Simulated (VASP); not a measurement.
# LaPt3: interstitial H from one void to a neighbouring one, part 4 of 5

How hard is this move in LaPt3: interstitial H from one void to a neighbouring one? Both ends are relaxed first, then a band of images between them. The start is a cell from a database of measured crystal structures.

VASP 6.6.1, plane waves and PAW; the level of theory is named at each step.

So far. Step 3 (Relax the host again, on a new basis): The start already met the threshold, so nothing moved. Step 4 (Relax the start): The run ended after 9 ionic steps, 0.069 eV below its first step, once the forces on the free atoms met EDIFFG = -0.05.

## (5) Relax the end

Level of this step: PBEsol; plane waves and PAW (Pt, La, H) (VASP).

The end state is relaxed in the same way, so that both ends share their errors.

Contents of INCAR:

```
SYSTEM = La4HPt12
PREC = Normal
ENCUT = 280
EDIFF = 1E-05
NELM = 120
ISMEAR = 1
SIGMA = 0.15
LREAL = Auto
ALGO = Fast
GGA = PS
NBANDS = 102
LORBIT = 11
LWAVE = .FALSE.
LCHARG = .FALSE.
KPAR = 3
IBRION = 2
NSW = 60
ISIF = 2
EDIFFG = -0.05
POTIM = 0.4
MAXMIX = 40
ISYM = 0
```

Contents of POSCAR:

```
La4HPt12
1.0
   -4.1638765755      4.1638765755      4.1638765755
    4.1638765755     -4.1638765755      4.1638765755
    4.1638765755      4.1638765755     -4.1638765755
Pt La H
12 4 1
Direct
    0.2505528797      0.2468306692      0.4997920737
    0.7496221785      0.7543075912      0.4995373859
    0.7462471309      0.2491979519     -0.0030471901
    0.2482963069      0.7477711014      0.0007850704
    0.2493583742      0.4962195742      0.2478198477
    0.7478643271     -0.0033941490      0.2523896605
    0.7522265793      0.4998963977      0.7535520627
    0.2524152741     -0.0013385797      0.7498593360
    0.4956121803      0.2485928132      0.2513224872
    0.0007913195      0.7515978213      0.2486650927
   -0.0067869743      0.2475947168      0.7465483694
    0.5000949155      0.7505849013      0.7537550442
    0.0021950168      0.0011224049      0.0010675743
    0.5003882375      0.5018766499      0.0027203684
    0.4971298105     -0.0060273216      0.5019138289
   -0.0033438764      0.4962438745      0.4997462576
    0.0005071327      0.2528705424      0.2492351661
```

Contents of KPOINTS:

```
Automatic mesh
0
Gamma
3 3 3
0 0 0
```

Potentials, in the order of the species: Pt, La and H (PBE family, release 64).

Run with:

```console
$ mpirun -np 3 vasp_std
```

Log:

```text
[... set-up lines as in an earlier step ...]
 entering main loop
       N       E                     dE             d eps       ncg     rms          rms(c)
DAV:   1     0.150930421656E+04    0.15093E+04   -0.40699E+04  2880   0.145E+03
DAV:   2     0.275672241931E+03   -0.12336E+04   -0.11303E+04  3080   0.395E+02
DAV:   3    -0.173295549814E+02   -0.29300E+03   -0.25974E+03  3256   0.176E+02
DAV:   4    -0.113341518938E+03   -0.96012E+02   -0.89166E+02  5304   0.844E+01
DAV:   5    -0.132753768664E+03   -0.19412E+02   -0.18791E+02  5344   0.401E+01    0.373E+01
RMM:   6    -0.112205792532E+03    0.20548E+02   -0.18717E+02  3815   0.692E+01    0.118E+01
RMM:   7    -0.121762892892E+03   -0.95571E+01   -0.10053E+02  4103   0.200E+01    0.133E+01
RMM:   8    -0.123297312021E+03   -0.15344E+01   -0.23316E+01  4392   0.869E+00    0.110E+01
RMM:   9    -0.120579082035E+03    0.27182E+01   -0.19337E+01  4040   0.149E+01    0.819E+00
RMM:  10    -0.123219319483E+03   -0.26402E+01   -0.17549E+01  4235   0.118E+01    0.892E+00
RMM:  11    -0.120642446971E+03    0.25769E+01   -0.75697E+00  4004   0.112E+01    0.283E+00
RMM:  12    -0.120759760556E+03   -0.11731E+00   -0.10873E+00  4307   0.206E+00    0.242E+00
RMM:  13    -0.120758238098E+03    0.15225E-02   -0.51195E-01  4364   0.158E+00    0.203E+00
RMM:  14    -0.120803860233E+03   -0.45622E-01   -0.28322E-01  4758   0.749E-01    0.183E+00
RMM:  15    -0.120776999508E+03    0.26861E-01   -0.26148E-01  4272   0.114E+00    0.150E+00
RMM:  16    -0.120796632676E+03   -0.19633E-01   -0.10918E-01  4677   0.499E-01    0.120E+00
RMM:  17    -0.120783248842E+03    0.13384E-01   -0.11010E-01  4387   0.799E-01    0.718E-01
RMM:  18    -0.120785526807E+03   -0.22780E-02   -0.63574E-02  4335   0.419E-01    0.449E-01
RMM:  19    -0.120784337549E+03    0.11893E-02   -0.31543E-02  4262   0.456E-01    0.330E-01
RMM:  20    -0.120786131473E+03   -0.17939E-02   -0.23830E-02  4347   0.237E-01    0.218E-01
RMM:  21    -0.120788251969E+03   -0.21205E-02   -0.99065E-03  4170   0.296E-01    0.284E-01
RMM:  22    -0.120788936528E+03   -0.68456E-03   -0.40262E-03  4041   0.105E-01    0.226E-01
RMM:  23    -0.120787376950E+03    0.15596E-02   -0.50870E-03  4254   0.227E-01    0.104E-01
RMM:  24    -0.120787501719E+03   -0.12477E-03   -0.31182E-03  3993   0.980E-02    0.634E-02
RMM:  25    -0.120787561864E+03   -0.60145E-04   -0.89059E-04  3969   0.654E-02    0.582E-02
RMM:  26    -0.120787631392E+03   -0.69528E-04   -0.75464E-04  3246   0.442E-02    0.382E-02
RMM:  27    -0.120787654263E+03   -0.22871E-04   -0.53654E-04  3966   0.599E-02    0.141E-02
RMM:  28    -0.120787685620E+03   -0.31356E-04   -0.33706E-04  2712   0.369E-02    0.106E-02
RMM:  29    -0.120787701181E+03   -0.15561E-04   -0.16547E-04  2303   0.364E-02    0.895E-03
RMM:  30    -0.120787698432E+03    0.27484E-05   -0.64348E-05  2172   0.232E-02
   1 F= -.12078770E+03 E0= -.12078810E+03  d E =-.120788E+03
 curvature:   0.00 expect dE= 0.000E+00 dE for cont linesearch  0.000E+00
 trial: gam= 0.00000 g(F)=  0.364E+00 g(S)=  0.000E+00 ort = 0.000E+00 (trialstep = 0.100E+01)
 search vector abs. value=  0.364E+00
 bond charge predicted
       N       E                     dE             d eps       ncg     rms          rms(c)
DAV:   1    -0.120813761665E+03   -0.26060E-01   -0.36075E+01  5288   0.219E+01    0.151E+00
RMM:   2    -0.120963087120E+03   -0.14933E+00   -0.15167E+00  3176   0.927E+00    0.743E+00
RMM:   3    -0.121043073189E+03   -0.79986E-01   -0.11002E+00  4057   0.312E+00    0.159E+00
RMM:   4    -0.121071461209E+03   -0.28388E-01   -0.21287E-01  4073   0.156E+00    0.122E+00
RMM:   5    -0.121071363630E+03    0.97579E-04   -0.44100E-02  4604   0.493E-01    0.120E+00
RMM:   6    -0.121048055705E+03    0.23308E-01   -0.24641E-02  4100   0.567E-01    0.658E-01
RMM:   7    -0.121039279377E+03    0.87763E-02   -0.29233E-02  4106   0.548E-01    0.400E-01
RMM:   8    -0.121036530580E+03    0.27488E-02   -0.11646E-02  4229   0.315E-01    0.418E-01
RMM:   9    -0.121038746825E+03   -0.22162E-02   -0.33635E-03  4088   0.233E-01    0.296E-01
RMM:  10    -0.121035946365E+03    0.28005E-02   -0.58789E-03  4206   0.285E-01    0.129E-01
RMM:  11    -0.121035774280E+03    0.17208E-03   -0.33875E-03  4354   0.138E-01    0.569E-02
RMM:  12    -0.121035878522E+03   -0.10424E-03   -0.51182E-04  4298   0.678E-02    0.706E-02
RMM:  13    -0.121035813646E+03    0.64876E-04   -0.90759E-04  4212   0.980E-02    0.566E-02
RMM:  14    -0.121035850805E+03   -0.37159E-04   -0.36809E-04  3893   0.408E-02    0.626E-02
RMM:  15    -0.121035881668E+03   -0.30863E-04   -0.19234E-04  3311   0.531E-02    0.549E-02
RMM:  16    -0.121035909333E+03   -0.27664E-04   -0.17780E-04  3187   0.364E-02    0.466E-02
RMM:  17    -0.121035898620E+03    0.10713E-04   -0.62743E-05  2334   0.350E-02    0.325E-02
RMM:  18    -0.121035890442E+03    0.81782E-05   -0.42119E-05  2123   0.269E-02
   2 F= -.12103589E+03 E0= -.12103643E+03  d E =-.248192E+00
[... from here on, the cycles between the ionic steps are left out ...]
   3 F= -.12107659E+03 E0= -.12107726E+03  d E =-.288896E+00
   4 F= -.12113825E+03 E0= -.12113896E+03  d E =-.616533E-01
   5 F= -.12117188E+03 E0= -.12117256E+03  d E =-.952845E-01
   6 F= -.12117422E+03 E0= -.12117487E+03  d E =-.976270E-01
   7 F= -.12117988E+03 E0= -.12118054E+03  d E =-.565768E-02
   8 F= -.12118069E+03 E0= -.12118135E+03  d E =-.646362E-02
   9 F= -.12118257E+03 E0= -.12118324E+03  d E =-.188355E-02
  10 F= -.12118652E+03 E0= -.12118721E+03  d E =-.583836E-02
  11 F= -.12118589E+03 E0= -.12118663E+03  d E =-.520443E-02
  12 F= -.12118767E+03 E0= -.12118837E+03  d E =-.698527E-02
  13 F= -.12118697E+03 E0= -.12118771E+03  d E =-.628917E-02
  14 F= -.12118774E+03 E0= -.12118845E+03  d E =-.704998E-02
  15 F= -.12118822E+03 E0= -.12118893E+03  d E =-.482396E-03
  16 F= -.12118966E+03 E0= -.12119037E+03  d E =-.191986E-02
  17 F= -.12119259E+03 E0= -.12119332E+03  d E =-.485772E-02
  18 F= -.12119824E+03 E0= -.12119898E+03  d E =-.105071E-01
  19 F= -.12120584E+03 E0= -.12120661E+03  d E =-.181034E-01
  20 F= -.12121118E+03 E0= -.12121196E+03  d E =-.534580E-02
  21 F= -.12122433E+03 E0= -.12122510E+03  d E =-.184909E-01
  22 F= -.12122910E+03 E0= -.12122986E+03  d E =-.232585E-01
  23 F= -.12123146E+03 E0= -.12123223E+03  d E =-.256227E-01
  24 F= -.12124642E+03 E0= -.12124718E+03  d E =-.149615E-01
  25 F= -.12128215E+03 E0= -.12128290E+03  d E =-.506902E-01
[...]
WARNING in EDDRMM: call to ZHEGV failed, returncode =   8  4     36
[...]
WARNING in EDDRMM: call to ZHEGV failed, returncode =   6  3     58
  26 F= -.12131178E+03 E0= -.12131250E+03  d E =-.803218E-01
  27 F= -.12134071E+03 E0= -.12134136E+03  d E =-.289272E-01
[...]
WARNING in EDDRMM: call to ZHEGV failed, returncode =   8  4     70
WARNING in EDDRMM: call to ZHEGV failed, returncode =   6  3     63
  28 F= -.12139666E+03 E0= -.12139707E+03  d E =-.848796E-01
[...]
WARNING in EDDRMM: call to ZHEGV failed, returncode =   8  4     74
  29 F= -.12134228E+03 E0= -.12134230E+03  d E =-.305015E-01
  30 F= -.12140492E+03 E0= -.12140521E+03  d E =-.931382E-01
  31 F= -.12144870E+03 E0= -.12144891E+03  d E =-.437738E-01
  32 F= -.12148300E+03 E0= -.12148313E+03  d E =-.780788E-01
  33 F= -.12146327E+03 E0= -.12146332E+03  d E =-.583456E-01
[...]
WARNING in EDDRMM: call to ZHEGV failed, returncode =   6  3     58
  34 F= -.12148918E+03 E0= -.12148926E+03  d E =-.842589E-01
  35 F= -.12152861E+03 E0= -.12152869E+03  d E =-.394268E-01
[...]
WARNING in EDDRMM: call to ZHEGV failed, returncode =   8  4     56
  36 F= -.12153371E+03 E0= -.12153381E+03  d E =-.445335E-01
  37 F= -.12153429E+03 E0= -.12153438E+03  d E =-.451115E-01
  38 F= -.12156107E+03 E0= -.12156114E+03  d E =-.267754E-01
  39 F= -.12158502E+03 E0= -.12158514E+03  d E =-.507298E-01
  40 F= -.12161256E+03 E0= -.12161272E+03  d E =-.275394E-01
  41 F= -.12162246E+03 E0= -.12162267E+03  d E =-.374364E-01
  42 F= -.12164389E+03 E0= -.12164416E+03  d E =-.214315E-01
  43 F= -.12165870E+03 E0= -.12165907E+03  d E =-.362432E-01
[...]
WARNING in EDDRMM: call to ZHEGV failed, returncode =   8  4     17
  44 F= -.12164767E+03 E0= -.12164827E+03  d E =-.252125E-01
[...]
WARNING in EDDRMM: call to ZHEGV failed, returncode =   6  3     63
  45 F= -.12166143E+03 E0= -.12166186E+03  d E =-.389719E-01
  46 F= -.12167900E+03 E0= -.12167951E+03  d E =-.175716E-01
  47 F= -.12170409E+03 E0= -.12170469E+03  d E =-.426589E-01
[...]
WARNING in EDDRMM: call to ZHEGV failed, returncode =   6  3     17
  48 F= -.12168121E+03 E0= -.12168179E+03  d E =-.197762E-01
  49 F= -.12170839E+03 E0= -.12170902E+03  d E =-.469626E-01
  50 F= -.12173640E+03 E0= -.12173697E+03  d E =-.280102E-01
  51 F= -.12174965E+03 E0= -.12175014E+03  d E =-.412525E-01
  52 F= -.12175037E+03 E0= -.12175085E+03  d E =-.419792E-01
  53 F= -.12175848E+03 E0= -.12175894E+03  d E =-.810889E-02
  54 F= -.12175940E+03 E0= -.12175985E+03  d E =-.902921E-02
 curvature:  -2.75 expect dE=-0.516E-02 dE for cont linesearch -0.241E-04
 trial: gam= 0.20751 g(F)=  0.188E-02 g(S)=  0.000E+00 ort = 0.368E-03 (trialstep = 0.188E+01)
 search vector abs. value=  0.270E-02
 bond charge predicted
       N       E                     dE             d eps       ncg     rms          rms(c)
DAV:   1    -0.121755232409E+03    0.41651E-02   -0.12362E+00  3316   0.313E+00    0.184E-01
RMM:   2    -0.121761255189E+03   -0.60228E-02   -0.56054E-02  3638   0.139E+00    0.216E-01
RMM:   3    -0.121762157303E+03   -0.90211E-03   -0.15893E-02  4013   0.376E-01    0.119E-01
RMM:   4    -0.121762163813E+03   -0.65107E-05   -0.27102E-03  4053   0.155E-01    0.668E-02
RMM:   5    -0.121762238878E+03   -0.75065E-04   -0.12189E-03  3976   0.110E-01    0.696E-02
RMM:   6    -0.121762300159E+03   -0.61281E-04   -0.45242E-04  3771   0.771E-02    0.981E-02
RMM:   7    -0.121762232217E+03    0.67942E-04   -0.11114E-04  3101   0.567E-02    0.803E-02
RMM:   8    -0.121762160028E+03    0.72189E-04   -0.60208E-04  3903   0.811E-02    0.346E-02
RMM:   9    -0.121762155060E+03    0.49681E-05   -0.56884E-05  2549   0.347E-02
  55 F= -.12176216E+03 E0= -.12176263E+03  d E =-.275396E-02
 trial-energy change:   -0.002754  1 .order   -0.002617   -0.003670   -0.001564
 step:   2.7643(harm=  3.2739)  dis= 0.00740  next Energy=  -121.762538 (dE=-0.314E-02)
 reached required accuracy - stopping structural energy minimisation
```

It took 20 min on 3 MPI ranks of Intel Xeon 6975P-C (Granite Rapids), shared host; peak memory 0.8 GiB.

OUTCAR, selected parts (step 5):

```text
   NELECT =     165.0000    total number of electrons

 E-fermi :  10.3994

 k-point     1 :       0.0000    0.0000    0.0000
  band No.  band energies     occupation
    ...
     76       9.3956      2.00000
     77       9.6214      2.00000
     78       9.6362      2.00000
     79       9.6402      2.00000
     80      10.2416      2.05943
     81      10.6153     -0.06050
     82      10.6579     -0.03505
     83      10.6705     -0.02830
     84      11.8221     -0.00000
     85      12.0245     -0.00000
    ...

  Total        3.6490898      4.0568777      4.0187269     -0.0040282      0.5066898     -0.0137153
  in kB       20.2461101     22.5086251     22.2969542     -0.0223495      2.8112483     -0.0760963
  external PRESSURE =      21.6838965 kB  Pullay stress =       0.0000000 kB

 POSITION                                       TOTAL-FORCE (eV/Angst)
 -----------------------------------------------------------------------------------
      2.08364      2.17771     -0.11153        -0.005422     -0.000261     -0.008788
      2.08269      2.18009      4.08086         0.000207      0.007908     -0.016184
     -2.08028      2.13662      3.95718        -0.009736      0.008708      0.012701
      2.08229     -1.99207      4.08920         0.005048     -0.000082      0.003909
      2.08284      0.20967      2.01872        -0.000602     -0.044067     -0.011668
      2.08277      0.10149      6.13901         0.000273      0.000978      0.023482
      2.08305      4.22630      1.98766        -0.004463      0.000278     -0.024648
      6.24696      0.07716      1.97196        -0.002636      0.010452      0.006668
      0.00026      2.18012      1.97316        -0.007323     -0.012645      0.019212
      0.01829      2.16013      6.15771         0.024087      0.023332     -0.021662
     -0.01749      6.32364      1.99314        -0.016022      0.024744     -0.020584
      4.16603      2.18130      1.97195         0.007823     -0.022590      0.027501
     -0.00346      0.09093      8.22554        -0.015273      0.023756     -0.006196
     -0.00026      0.08521      4.06836         0.000805     -0.007403      0.012181
      4.16688      0.08553      4.06849        -0.003899     -0.008522      0.013985
      0.00577      4.25516      4.06140         0.016296      0.022297     -0.009650
      2.09202     -1.47540      1.48098         0.010836     -0.026882     -0.000261
 -----------------------------------------------------------------------------------
    total drift:                               -0.003335      0.014460     -0.046175

  FREE ENERGIE OF THE ION-ELECTRON SYSTEM (eV)
  ---------------------------------------------------
  free  energy   TOTEN  =      -121.7621550598 eV

  energy  without entropy=     -121.7635787951  energy(sigma->0) =     -121.76262964

[... 6 parts as in an earlier step ...]

[... 9 further parts left out ...]
```

CONTCAR:

```
La4HPt12
   1.00000000000000
    -4.1638765754999998    4.1638765754999998    4.1638765754999998
     4.1638765754999998   -4.1638765754999998    4.1638765754999998
     4.1638765754999998    4.1638765754999998   -4.1638765754999998
  Pt              La              H
    12     4     1
Direct
     0.2481082143003423    0.2368117035320946    0.5117045833003707
     0.7518175926452947    0.7401220611564422    0.5118764692051029
     0.7317454938802345    0.2253786427590239    0.0067645249406609
     0.2518238021506787    0.7410746621267561    0.0108337614881834
     0.2675858353923478    0.4925165197427525    0.2752858486263444
     0.7493619123285200    0.9872743947916329    0.2622870943121371
     0.7461752905608768    0.4888127390858771    0.7576302419443106
     0.2460587198412821    0.9869313449232969    0.7594023905584302
     0.4987270033006551    0.2369687677361376    0.2618210634931952
     0.9988086165684463    0.7416156056289690    0.2615847026136456
     0.9986832442787895    0.2372376863142468    0.7572460177287206
     0.4987239155065098    0.7370513633130231    0.7621894510537980
     0.9986453832343914    0.9873109686455568    0.0105043433657700
     0.4987627056645130    0.4884993507893882    0.0102015476899006
     0.4988167346372068    0.9889066326025120    0.5106307850782277
     0.9986563536151890    0.4883872112014153    0.5116546635983177
     0.0006699948947276    0.4290473052508783    0.0740449466028926
```

The steps of the relaxation (22 of 55):

```
step  energy less that of the first step (eV)  largest force (eV/Å)
   1                                   0.0000                2.0585
   4                                  -0.3505                0.3349
   6                                  -0.3865                0.1431
   9                                  -0.3949                0.1511
  11                                  -0.3982                0.2813
  14                                  -0.4000                0.2512
  16                                  -0.4020                0.2572
  19                                  -0.4181                0.3469
  22                                  -0.4414                0.8043
  24                                  -0.4587                0.5064
  27                                  -0.5530                0.4519
  29                                  -0.5546                1.0488
  32                                  -0.6953                0.3015
  34                                  -0.7015                0.4097
  37                                  -0.7466                0.3420
  40                                  -0.8249                0.2371
  42                                  -0.8562                0.2349
  45                                  -0.8737                0.3536
  47                                  -0.9164                0.4198
  50                                  -0.9487                0.1940
  52                                  -0.9627                0.1464
  55                                  -0.9745                0.0456
```

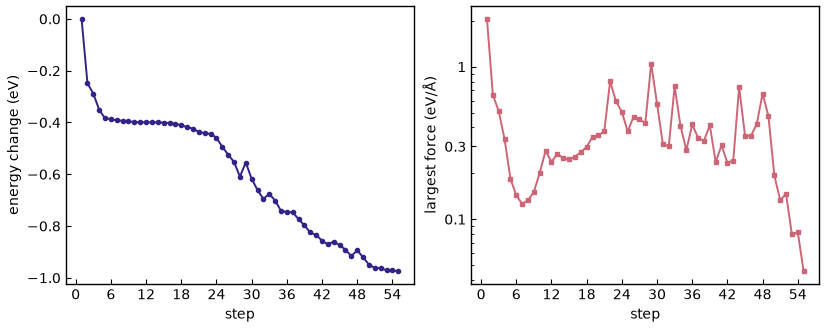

Energy and largest force along the relaxation.

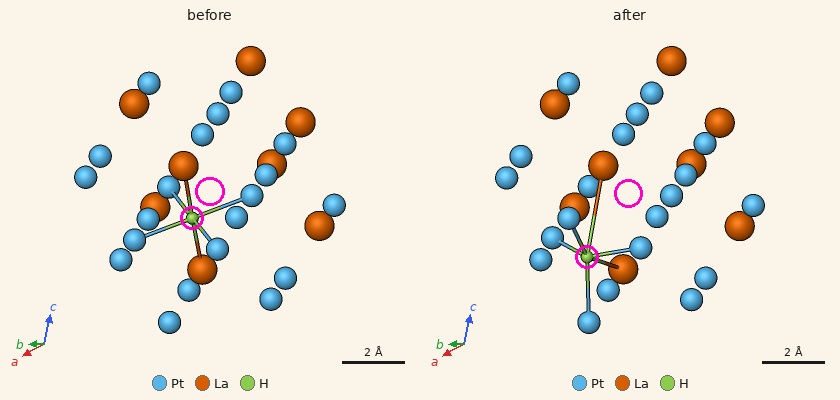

Before and after: the atoms that start within 5 Å of the centre. H17, which moves most, is ringed if it is among them. A ring with no atom in it marks the empty centre. Bonds to atoms that aren't drawn are left out.

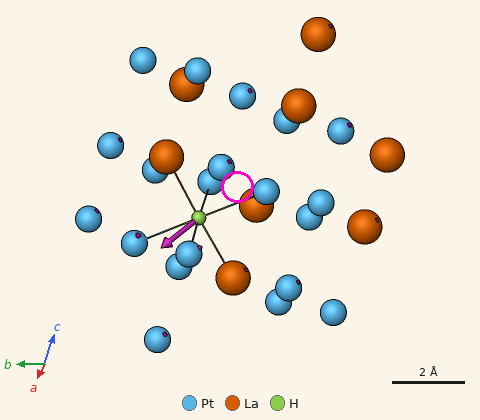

Displacements in the relaxation near the centre, scaled; the longest in the cell stands for 2.07 Å. A ring marks the centre wherever it is empty. Bonds to atoms that aren't drawn are left out.

The atoms that moved most (Å):

| atom | dx | dy | dz | length |
| --- | --- | --- | --- | --- |
| H17 | 0.003 | -1.462 | 1.464 | 2.069 |
| Pt3 | 0.002 | 0.080 | -0.200 | 0.216 |
| Pt5 | 0.023 | 0.206 | -0.054 | 0.214 |
| Pt2 | -0.017 | 0.120 | -0.101 | 0.158 |
| La13 | -0.003 | 0.082 | -0.112 | 0.139 |
| Pt10 | 0.020 | 0.087 | -0.104 | 0.137 |
| Pt9 | -0.018 | 0.105 | -0.079 | 0.133 |
| Pt8 | 0.017 | 0.062 | -0.115 | 0.132 |

The relaxed structure:

```cif
data_structure
_symmetry_space_group_name_H-M 'P 1'
_symmetry_Int_Tables_number 1
_cell_length_a 7.2120
_cell_length_b 7.2120
_cell_length_c 7.2120
_cell_angle_alpha 109.471
_cell_angle_beta 109.471
_cell_angle_gamma 109.471
_cell_volume 288.77
loop_
_atom_site_label
_atom_site_type_symbol
_atom_site_fract_x
_atom_site_fract_y
_atom_site_fract_z
_atom_site_occupancy
Pt1 Pt 0.24811 0.23681 0.51170 1
Pt2 Pt 0.75182 0.74012 0.51188 1
Pt3 Pt 0.73175 0.22538 0.00676 1
Pt4 Pt 0.25182 0.74107 0.01083 1
Pt5 Pt 0.26759 0.49252 0.27529 1
Pt6 Pt 0.74936 0.98727 0.26229 1
Pt7 Pt 0.74618 0.48881 0.75763 1
Pt8 Pt 0.24606 0.98693 0.75940 1
Pt9 Pt 0.49873 0.23697 0.26182 1
Pt10 Pt 0.99881 0.74162 0.26158 1
Pt11 Pt 0.99868 0.23724 0.75725 1
Pt12 Pt 0.49872 0.73705 0.76219 1
La13 La 0.99865 0.98731 0.01050 1
La14 La 0.49876 0.48850 0.01020 1
La15 La 0.49882 0.98891 0.51063 1
La16 La 0.99866 0.48839 0.51165 1
H17 H 0.00067 0.42905 0.07404 1
```

This step gave:

```yaml
electronic_cycles: 637
free_energy_toten: -121.7622 eV
energy_at_zero_smearing: -121.7626 eV
```

The run ended after 55 ionic steps, 0.974 eV below its first step, once the forces on the free atoms met EDIFFG = -0.05.

H moved by 2.07 Å, so this state is no longer the site that was set up, and the path will join the minima actually found.

(Continued in part 5 of 5.)

[Lines on the potential files, build, host, timing and source positions are cut from VASP's logs without a mark.]

[Logs are printed without paths, hosts, clocks, repeated set-up lines and the standing remarks that a program may print on its own settings, such as how far it seeks lower states.]

[Hosts, paths, dates, database ids (printed as entryN), source tags and the programs' standing remarks are cut or masked in the printed files.]

[Runs that stopped without an error message from VASP are left out.]
